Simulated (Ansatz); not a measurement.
**MoSe (zincblende): response to moved atoms and strain**

How does MoSe (zincblende) push back when it is distorted? Each run changes the relaxed cell in one way. The cell was built by placing the elements on the sites of a structure type; the runs don't test whether it is the stable form.

Computed with Ansatz 0.2.0 (DFT r²SCAN, scalar-relativistic, plane waves, PAW, unless a step's input says otherwise).

1 further run of the same task is left out (it didn't finish). Runs told in other sessions of the task aren't counted.

## 1. Starting point

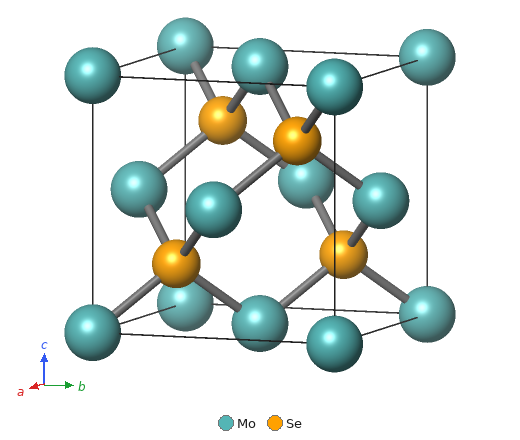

The starting structure, seen slightly off an axis (molybdenum teal, selenium orange). Atoms on the faces are drawn again on the opposite ones. The cell drawn here is the conventional one.

As a file:

```
Mo Se
1.0
     0.00000    2.83145    2.83145
     2.83145    0.00000    2.83145
     2.83145    2.83145    0.00000
Mo Se
1 1
Direct
  0.00000 0.00000 0.00000
  0.25000 0.25000 0.25000
```

This cell comes from an earlier session at r²SCAN: 22.700 Å³/atom at 0.00 GPa, on a 10×10×10 mesh.

The changes: atom 2 (Se) moved 0.02 Å along z; strain e3 = +0.03, atoms carried along; all atoms moved at random (σ = 0.06 Å), cell strained at random (1 %).

## 2. Atom 2 (Se) moved 0.02 Å along z

Contents of input.yaml:

```yaml
crystal:
  lattice:
    - [0.0, 2.8314484773, 2.8314484773]
    - [2.8314484773, 0.0, 2.8314484773]
    - [2.8314484773, 2.8314484773, 0.0]
  atoms:
    - { symbol: Mo, position: [0.0, 0.0, 0.0], spin: 1.02 }
    - { symbol: Se, position: [0.2535317612, 0.2535317612, 0.2464682388] }
basis:
  ecutwfc: 500
  ecutrho_ratio: 4
kpoints:
  mp_grid: { grid: [10, 10, 10] }
hamiltonian:
  xc: r2scan
scf:
  occupations: { method: gaussian, width: 0.05 }
output:
  forces: true
  stress: true
  eigenvalues: true
  populations: true
  write_density: true
  write_potential: true
  elf: true
  volumetric_format: npy
magnetization:
  spin_polarized: true
checkpoint:
  read: start.run
  write: ck
  compress: false
  write_wavefunctions: false
  write_every: 100000
```

start.run holds the converged state of the cell before the atoms were moved.

On the command line:

```console
ansatz run input.yaml --threads 2 --pin off --max-ram 2662MiB --backend cpu --events-out ev --progress --plain --runs-dir out
```

Output:

```text
Warning: checkpoint.read: the run can stay near the saved state's solution: 1 site(s) moved relative to the saved geometry (max |Δs| = 3.532e-3 fractional); the SCF starts from the saved state under `checkpoint.density_extrapolation: transplant`, in force with no word given. A run without `checkpoint.read` takes nothing of the state. A lower free energy from it at the same positions (and U, V and field ramp, if any), with starting moments typed, shows a solution that this start missed, and an equal or higher one rules none out (checkpoint.read, Limitations, in the input reference)
Warning: RAYON_NUM_THREADS=2 ignored (pool sized by the plan → 2); use --threads N
Engine: ansatz 0.2.0, aarch64-unknown-linux-gnu
Pseudopotentials: kind: paw
Pseudopotential: Mo, paw, valence charge 14, recommended cutoff 500 eV (meta_gga), Mo.paw.azcp
Pseudopotential: Se, paw, valence charge 16, recommended cutoff 500 eV (meta_gga), Se.paw.azcp
Functional definition: r2SCAN
  parameter k0 = 0.174
  parameter k1 = 0.065
  parameter a1 = 4.9479
  exchange = r2scan_x(k0 = k0, k1 = k1, a1 = a1)
  correlation = r2scan_c
Crystal: 2 atoms, lattice volume = 45.400 Å³
Basis set: ecut = 500 eV, 1139 PW (Γ), exchange–correlation on 120×120×120 points (64 copies of the dense FFT grid, shifted against one another)
Bands: 20, of which v1, the nominal top of the filled ones, is band 15 counted from 1 (14 counted from 0)
Symmetry: 4 space group operations
Space group: Imm2 (ITA 44), of the structure as read, at distance tolerance 3.6e-5 Å
Magnetic group: BNS 44.229 (UNI 327), of the structure as read, at distance tolerance 3.6e-5 Å
k-points: 171 of 1000 (time reversal used)
Non-local potential: Mo, projectors of the file, l = 0: 3, l = 1: 2, l = 2: 2, l = 3: 1
Non-local potential: Se, projectors of the file, l = 0: 2, l = 1: 2, l = 2: 3, l = 3: 1
PAW form: soft (Blöchl's): semilocal exchange-correlation on the pseudo side does not see the compensation charge
PAW frozen core: Mo, regenerated for the run's functional (the file was generated under x = pbe(κ = 0.804, μ = 0.2195149727645171), c = pbe(β = 0.06672455060314922))
PAW frozen core: Se, regenerated for the run's functional (the file was generated under x = pbe(κ = 0.804, μ = 0.2195149727645171), c = pbe(β = 0.06672455060314922))
PAW one-centre angular grid: Mo, 590 points (default); XC on 160 Gauss nodes
PAW one-centre angular grid: Se, 590 points (default); XC on 160 Gauss nodes
Initial density: read from a saved state, or passed on in memory by an earlier SCF of this step, an earlier step, the calling program or the single point that the run made first, carried with its atoms to this geometry
Starting moments: Σ|m| = 1.02 μB on 1 of 2 sites; this step starts from the density that it was given
Initial wavefunctions: pseudopotential atomic-orbital guess
Functional: x = r2scan, c = r2scan; τ floored in thin density (d = 2e-4 eV/Å³)
iter 1 solved again at ethr=1.62e-6 eV; its pass at ethr=3.10e-3 eV (dr2=4.85e-4 eV) is discarded
SCF iter   1: F=—  HF=-10444.999116 eV  |F-HF|=—  |Δ(HF+E_count)|=         —  Δρ=8.35e-4 (↑5.19e-4 ↓8.35e-4)  dr2=4.80e-4  dr2_τ=2.67e-4  dr2_m=7.37e-5  M=1.284 μB ∫|m|=1.384 μB  β_m=1.20  ethr=1.62e-6  ⟨swp⟩=3.0  Hψ=48575  notcnv=0
preconditioner: auto → Kerker (q_TF=auto, 2.546 Å⁻¹)  [metal: Δε(μ)=0.008 eV  Ē_g=9.053 eV  σ=0.050 eV  W_gap=0.09  n_scr=14 (ndim 8)  ℏωp=19.1 eV  f_vac=0.019  D(μ)=1.98/eV (n_scr^D=14)]
spin=Collinear: Kerker preconditioning applied to the charge; magnetization (m = ρ↑ − ρ↓) channel mixes plain (no charge-response kernel on spin).
SCF iter   2: F=—  HF=-10444.999738 eV  |F-HF|=—  |Δ(HF+E_count)|=   6.22e-4  Δρ=5.18e-4 (↑4.00e-4 ↓5.18e-4)  dr2=3.29e-4  dr2_τ=2.43e-6  dr2_m=7.81e-6  M=1.284 μB ∫|m|=1.384 μB  β_m=1.20  ethr=1.60e-6  ⟨swp⟩=2.0  Hψ=10304  notcnv=0  κ⁻¹=1.0e0(r=1)
SCF iter   3: F=—  HF=-10444.999758 eV  |F-HF|=—  |Δ(HF+E_count)|=   1.98e-5  Δρ=3.00e-4 (↑3.00e-4 ↓2.75e-4)  dr2=1.44e-4  dr2_τ=7.70e-7  dr2_m=6.15e-7  M=1.284 μB ∫|m|=1.384 μB  β_m=1.20  ethr=1.10e-6  ⟨swp⟩=2.4  Hψ=10089  notcnv=0  κ⁻¹=1.3e-1(r=2)
SCF iter   4: F=—  HF=-10444.999769 eV  |F-HF|=—  |Δ(HF+E_count)|=   1.13e-5  Δρ=1.10e-4 (↑1.00e-4 ↓1.10e-4)  dr2=7.11e-6  dr2_τ=3.70e-7  dr2_m=1.85e-6  M=1.284 μB ∫|m|=1.384 μB  β_m=1.20  ethr=4.79e-7  ⟨swp⟩=2.0  Hψ=9861  notcnv=0  κ⁻¹=1.1e-2(r=3)
SCF iter   5: F=—  HF=-10444.999779 eV  |F-HF|=—  |Δ(HF+E_count)|=   9.80e-6  Δρ=5.63e-5 (↑5.49e-5 ↓5.63e-5)  dr2=2.40e-6  dr2_τ=4.70e-8  dr2_m=1.04e-7  M=1.284 μB ∫|m|=1.384 μB  β_m=1.20  ethr=2.37e-8  ⟨swp⟩=2.0  Hψ=10948  notcnv=0  κ⁻¹=2.1e-3(r=4)
SCF iter   6: F=—  HF=-10444.999781 eV  |F-HF|=—  |Δ(HF+E_count)|=   1.50e-6  Δρ=3.09e-5 (↑3.09e-5 ↓2.22e-5)  dr2=6.85e-7  dr2_τ=9.62e-9  dr2_m=2.72e-8  M=1.284 μB ∫|m|=1.384 μB  β_m=1.20  ethr=8.00e-9  ⟨swp⟩=2.0  Hψ=11958  notcnv=0  κ⁻¹=9.0e-4(r=5)
SCF iter   7: F=—  HF=-10444.999781 eV  |F-HF|=—  |Δ(HF+E_count)|=   4.84e-7  Δρ=1.03e-5 (↑9.95e-6 ↓1.03e-5)  dr2=1.26e-7  dr2_τ=1.06e-9  dr2_m=4.67e-9  M=1.284 μB ∫|m|=1.384 μB  β_m=1.20  ethr=2.28e-9  ⟨swp⟩=2.0  Hψ=11968  notcnv=0  κ⁻¹=1.3e-4(r=6)
SCF iter   8: F=—  HF=-10444.999781 eV  |F-HF|=—  |Δ(HF+E_count)|=   1.99e-7  Δρ=7.39e-6 (↑7.01e-6 ↓7.39e-6)  dr2=5.67e-8  dr2_τ=6.28e-10  dr2_m=1.99e-9  M=1.284 μB ∫|m|=1.384 μB  β_m=1.20  ethr=3.33e-10  ⟨swp⟩=7.0  Hψ=35021  notcnv=0  κ⁻¹=2.6e-5(r=7)
SCF iter   9: F=-10444.999781 eV  HF=-10444.999781 eV  |F-HF|=1.72e-8  |Δ(HF+E_count)|=   9.63e-8  Δρ=2.98e-6 (↑2.98e-6 ↓2.48e-6)  dr2=7.75e-9  dr2_τ=1.09e-10  dr2_m=2.46e-10  M=1.284 μB ∫|m|=1.384 μB  ethr=1.89e-10  ⟨swp⟩=8.0  Hψ=39198  notcnv=0
SCF 1 converged in 9 iterations: F = -10444.999781 eV  dr2 = 7.75e-9
this state was not tested for a lower state beside it, because the mixer in use, unlike msr1, does not test its closes by its own steps (another_mixer; see scf.mixing.algorithm and scf.lower_state_search)
SCF converged after 9 iterations
Magnetization: 1.2839 μB (15.6420 up, 14.3580 down)
Absolute magnetization: 1.3821 μB (∫|ρ↑−ρ↓|, with the PAW one-centre terms)
Spin contamination: 0.0343 ħ² per cell (⟨S²⟩ above its minimum at these occupations)
Per-site moments (μB) at R_I (Å): [(0.9253368080174952, 1.0067532491302817), (-0.01836463952581818, 1.0067532491302817)]
Free energy (F): -10444.999781 eV
Harris-Foulkes:  -10444.999781 eV  (|F-HF|=1.72e-8)
Internal energy: -10444.997363 eV  (E = F + TS)
E sigma→0 (E₀):  -10444.998572 eV
Entropy (-TS):   -0.002419 eV (-1.209 meV/atom)
Fermi energy:    11.942943 eV
--- Per-component energies (eV) ---
  E_band       = -551.135502
  E_kinetic    = 560.597582
  E_local      = -3703.041559  (includes V_loc(G=0)·N_el)
  E_nonlocal   = -448.023006
  E_hartree    = 1659.399900
  E_xc         = -275.625337
  E_vxc        = -360.144978  (∫ρ·V_xc dr)
  E_paw        = -5144.803607  (= ΣΔE_a)
  E_vpaw       = 58.654084  (= ΣTr[D̂ρ^β])
  E_aug_tail   = -0.000206  (compensation charges beyond the density's cutoff)
  E_vtau       = 22.022927  (kinetic-family band-sum trace: ∫τ·v_τ [+ j·A + Jᵃ·Aᵃ] dr)
  E_ewald      = -3091.515156
  E_core_change = -1.985974  (= ΣΔE_core)
  E_smearing   = -0.002419  (= −TS)
  E_closure    = -0.000000  (closes the sum)
  Σ components = -10444.999781   (vs F -10444.999781, Δ=0.00e0)
--- Forces (eV/Å), atoms counted from 1 ---
  atom   1  Mo     0.00000000     0.00000000     0.23185537
  atom   2  Se    -0.00000000     0.00000000    -0.23185770
  max |Σ_I F_I| component: 2.33e-6 eV/Å
--- Stress (GPa, compression-positive) ---
        0.029061      -1.191890      -0.000000
       -1.191890       0.029061      -0.000000
       -0.000000      -0.000000      -0.006460
  P = ⅓ Tr σ = 0.0172 GPa (0.172 kbar)
--- Band table (eV; the first three rows and the last of 342) ---
  k-point 0 ↑: bands = ["-51.5305", "-37.9049", "-37.9044", "-37.9038", "-37.8900", "-37.8900", "-25.0120", "-25.0077", "-25.0034", "-3.6713", "6.3951", "6.4249", "6.4569", "10.2349", "10.2352", "13.2128", "15.9090", "15.9960", "16.0744", "19.4901"]
  k-point 1 ↑: bands = ["-51.5302", "-37.9047", "-37.9042", "-37.9037", "-37.8900", "-37.8900", "-25.0174", "-25.0096", "-25.0044", "-3.6094", "6.3271", "6.4378", "6.4758", "10.2142", "10.2159", "13.5237", "15.5424", "15.8811", "15.9599", "19.1498"]
  k-point 2 ↑: bands = ["-51.5296", "-37.9044", "-37.9036", "-37.9035", "-37.8900", "-37.8900", "-25.0332", "-25.0124", "-25.0069", "-3.4452", "6.0851", "6.5424", "6.5674", "10.2057", "10.2148", "13.8071", "15.0483", "15.5353", "15.5613", "18.5362"]
  k-point 170 ↓: bands = ["-50.6260", "-37.9065", "-37.9061", "-37.9039", "-37.8956", "-37.8952", "-24.0446", "-24.0141", "-23.9826", "-2.8036", "5.5633", "7.6392", "7.7097", "10.4735", "12.5753", "12.7193", "12.7926", "12.9575", "18.1414", "19.7474"]
--- Löwdin populations: 2 sites ---
  site symbol       q [e]    m [muB]
     0     Mo     13.8506     1.3216
     1     Se     15.9923    -0.0572
  spilling = 0.005235 (of n_electrons = 30.000000)
```

Wall time 38 s (2 threads of Arm Neoverse V2, shared host); peak memory 0.74 GiB.

Result: volume 22.700 Å³/atom, pressure 0.02 GPa, a metal on this mesh, spin moments in the atoms' spheres Mo 0.93 μB.

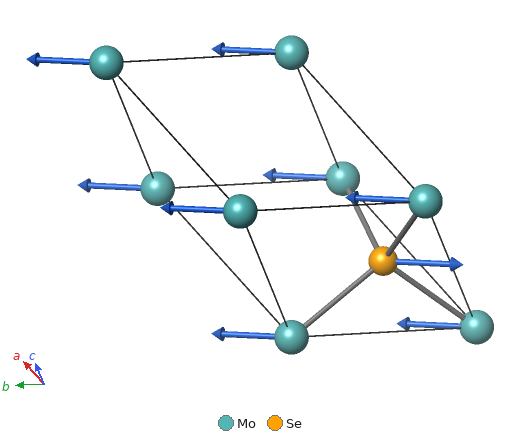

Forces on the atoms; the longest arrow is 0.23 eV/Å.

Axes a, b and c in the maps are those of this run's conventional cell (a, b, c = 4.004, 4.004, 5.663 Å).

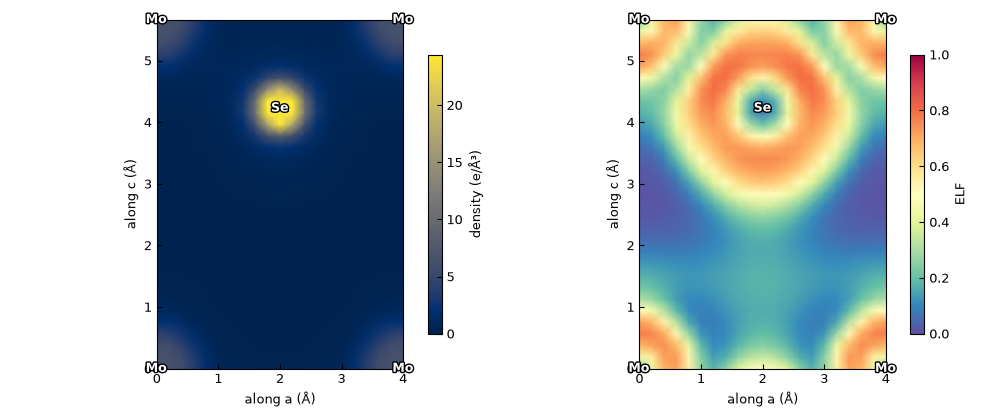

Density (left) and ELF (right) in a lattice plane of the grid's cell (edges 4.00 and 5.66 Å, at 0.000 of the third edge), which holds Mo and Se. Only atoms in the plane are labelled; the density scale stops at 24.41 e/Å³. Both are smooth fields of the valence electrons: close to the nuclei they are not physical.

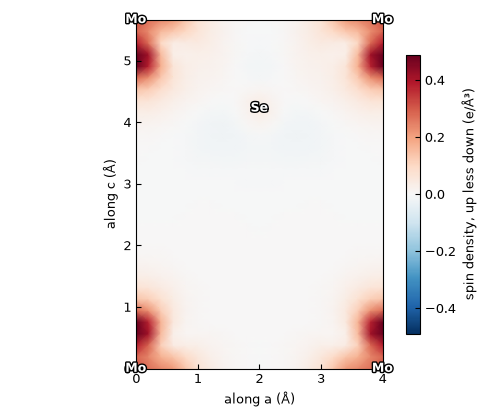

Spin density in a lattice plane of the grid's cell (edges 4.00 and 5.66 Å, at 0.000 of the third edge), which holds Mo and Se.

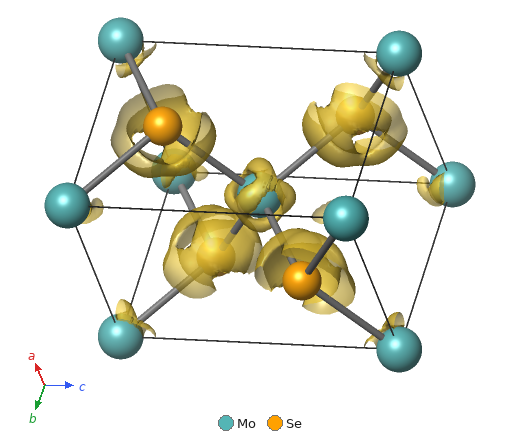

Surface of ELF = 0.74, drawn in one cell.

The highest ELF values outside the cores: 0.80 on the Se–Mo line, 0.9 Å from Se; 0.80 in the shell around Se, 0.8 Å from Se.

## 3. Strain e3 = +0.03, atoms carried along

Contents of input.yaml:

```yaml
crystal:
  lattice:
    - [0.0, 2.8314484773, 2.9163919316]
    - [2.8314484773, 0.0, 2.9163919316]
    - [2.8314484773, 2.8314484773, 0.0]
  atoms:
    - { symbol: Mo, position: [0.0, 0.0, 0.0], spin: 1.02 }
    - { symbol: Se, position: [0.25, 0.25, 0.25] }
basis:
  ecutwfc: 500
  ecutrho_ratio: 4
kpoints:
  mp_grid: { grid: [10, 10, 10] }
hamiltonian:
  xc: r2scan
scf:
  occupations: { method: gaussian, width: 0.05 }
output:
  forces: true
  stress: true
  eigenvalues: true
  populations: true
magnetization:
  spin_polarized: true
```

On the command line:

```console
ansatz run input.yaml --threads 2 --pin off --max-ram 2662MiB --backend cpu --events-out ev --progress --plain --runs-dir out
```

Output, shortened:

```text
Warning: RAYON_NUM_THREADS=2 ignored (pool sized by the plan → 2); use --threads N
[...]
Pseudopotentials: kind: paw
Pseudopotential: Mo, paw, valence charge 14, recommended cutoff 500 eV (meta_gga), Mo.paw.azcp
Pseudopotential: Se, paw, valence charge 16, recommended cutoff 500 eV (meta_gga), Se.paw.azcp
Functional definition: r2SCAN
[...]
Crystal: 2 atoms, lattice volume = 46.762 Å³
Basis set: ecut = 500 eV, 1211 PW (Γ), exchange–correlation on 120×120×120 points (64 copies of the dense FFT grid, shifted against one another)
Bands: 20, of which v1, the nominal top of the filled ones, is band 15 counted from 1 (14 counted from 0)
Symmetry: 8 space group operations
Space group: I-4m2 (ITA 119), of the structure as read, at distance tolerance 3.6e-5 Å
Magnetic group: BNS 119.315 (UNI 975), of the structure as read, at distance tolerance 3.6e-5 Å
k-points: 102 of 1000 (time reversal used)
[...]
Free energy (F): -10444.989448 eV
[...]
E sigma→0 (E₀):  -10444.988488 eV
Entropy (-TS):   -0.001921 eV (-0.961 meV/atom)
Fermi energy:    11.507741 eV
[...]
--- Forces (eV/Å), atoms counted from 1 ---
  atom   1  Mo     0.00000000     0.00000000     0.00000000
  atom   2  Se    -0.00000000     0.00000000    -0.00000000
[...]
--- Stress (GPa, compression-positive) ---
       -2.955974       0.000000       0.000000
       -0.000000      -2.955974      -0.000000
        0.000000      -0.000000      -3.048832
  P = ⅓ Tr σ = -2.9869 GPa (-29.869 kbar)
--- Band table (eV; the first three rows and the last of 204) ---
  k-point 0 ↑: bands = ["-52.0316", "-38.3300", "-38.3300", "-38.3282", "-38.3164", "-38.3163", "-25.5199", "-25.5199", "-25.4597", "-3.9960", "6.0565", "6.1118", "6.1118", "9.7468", "9.8154", "12.6720", "15.2362", "15.3996", "15.3996", "18.8268"]
[...]
--- Löwdin populations: 2 sites ---
  site symbol       q [e]    m [muB]
     0     Mo     13.8212     1.3528
     1     Se     16.0231    -0.0626
  spilling = 0.005189 (of n_electrons = 30.000000)
```

It took 41 s on 2 threads of Arm Neoverse V2, shared host; peak memory 0.64 GiB.

Read off: volume 23.381 Å³/atom, pressure -2.99 GPa, no gap, spin moments in the atoms' spheres Mo 0.96 μB.

## 4. All atoms moved at random (σ = 0.06 Å), cell strained at random (1 %)

Contents of input.yaml:

```yaml
crystal:
  lattice:
    - [-0.0086395073, 2.8313926617, 2.7768654638]
    - [2.827542202, -0.0378489852, 2.8060749418]
    - [2.8174953822, 2.8505553199, -0.0278021654]
  atoms:
    - { symbol: Mo, position: [-0.0074384351, 0.0169375074, -0.0131717245], spin: 1.02 }
    - { symbol: Se, position: [0.2574384351, 0.2330624926, 0.2631717245] }
basis:
  ecutwfc: 500
  ecutrho_ratio: 4
kpoints:
  mp_grid: { grid: [10, 10, 10] }
hamiltonian:
  xc: r2scan
scf:
  occupations: { method: gaussian, width: 0.05 }
output:
  forces: true
  stress: true
  eigenvalues: true
  populations: true
magnetization:
  spin_polarized: true
```

On the command line:

```console
ansatz run input.yaml --threads 2 --pin off --max-ram 2662MiB --backend cpu --events-out ev --progress --plain --runs-dir out
```

Output, shortened:

```text
Warning: RAYON_NUM_THREADS=2 ignored (pool sized by the plan → 2); use --threads N
[...]
Pseudopotentials: kind: paw
Pseudopotential: Mo, paw, valence charge 14, recommended cutoff 500 eV (meta_gga), Mo.paw.azcp
Pseudopotential: Se, paw, valence charge 16, recommended cutoff 500 eV (meta_gga), Se.paw.azcp
Functional definition: r2SCAN
[...]
Crystal: 2 atoms, lattice volume = 45.355 Å³
Basis set: ecut = 500 eV, 1169 PW (Γ), exchange–correlation on 120×120×120 points (64 copies of the dense FFT grid, shifted against one another)
Bands: 20, of which v1, the nominal top of the filled ones, is band 15 counted from 1 (14 counted from 0)
Symmetry: 1 space group operations
Space group: P1 (ITA 1), of the structure as read, at distance tolerance 3.6e-5 Å
Magnetic group: BNS 1.1 (UNI 1), of the structure as read, at distance tolerance 3.6e-5 Å
k-points: 504 of 1000 (time reversal used)
[...]
Free energy (F): -10444.884947 eV
[...]
E sigma→0 (E₀):  -10444.883781 eV
Entropy (-TS):   -0.002332 eV (-1.166 meV/atom)
Fermi energy:    11.931829 eV
[...]
--- Forces (eV/Å), atoms counted from 1 ---
  atom   1  Mo    -0.32842256     1.43076729    -0.57971547
  atom   2  Se     0.32842874    -1.43077370     0.57972192
[...]
--- Stress (GPa, compression-positive) ---
        1.582757       3.234463      -6.788917
        3.234500       0.247791       2.103402
       -6.788907       2.103366       1.471494
  P = ⅓ Tr σ = 1.1007 GPa (11.007 kbar)
--- Band table (eV; the first three rows and the last of 1008) ---
  k-point 0 ↑: bands = ["-51.5030", "-37.9074", "-37.9039", "-37.9029", "-37.8894", "-37.8886", "-25.0055", "-24.9824", "-24.9669", "-3.6778", "6.2295", "6.3803", "6.6841", "10.2601", "10.2907", "13.1589", "15.4660", "16.1522", "16.4907", "19.3592"]
[...]
--- Löwdin populations: 2 sites ---
  site symbol       q [e]    m [muB]
     0     Mo     13.8619     1.3061
     1     Se     15.9815    -0.0576
  spilling = 0.005219 (of n_electrons = 30.000000)
```

It took 2.8 min on 2 threads of Arm Neoverse V2, shared host; peak memory 1.3 GiB.

This gives: volume 22.677 Å³/atom, pressure 1.10 GPa, no gap, spin moments in the atoms' spheres Mo 0.88 μB.

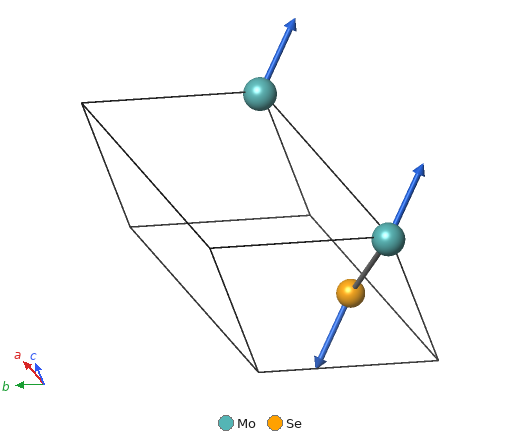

Forces on the atoms; the longest arrow is 1.58 eV/Å.

## 5. Results

| change | change of free energy (meV/atom) | largest force (eV/Å) | largest change of stress (GPa) |
| --- | --- | --- | --- |
| atom 2 (Se) moved 0.02 Å along z | 1.13 | 0.232 | 1.19 |
| strain e3 = +0.03, atoms carried along | 6.30 | 0.000 | 3.05 |
| all atoms moved at random (σ = 0.06 Å), cell strained at random (1 %) | 58.55 | 1.578 | 6.79 |

Moving atom 2 by 0.02 Å meets a restoring force of 0.232 eV/Å along the move, a force constant of about 11.6 eV/Å². The strain e3 = +0.03 changes that stress component by -3.05 GPa (compression positive), a ratio of 102 GPa; that is a secant over a finite strain with the atoms carried along, not the elastic constant. No change lowers the energy by more than 0.5 meV/atom; other distortions weren't tried.
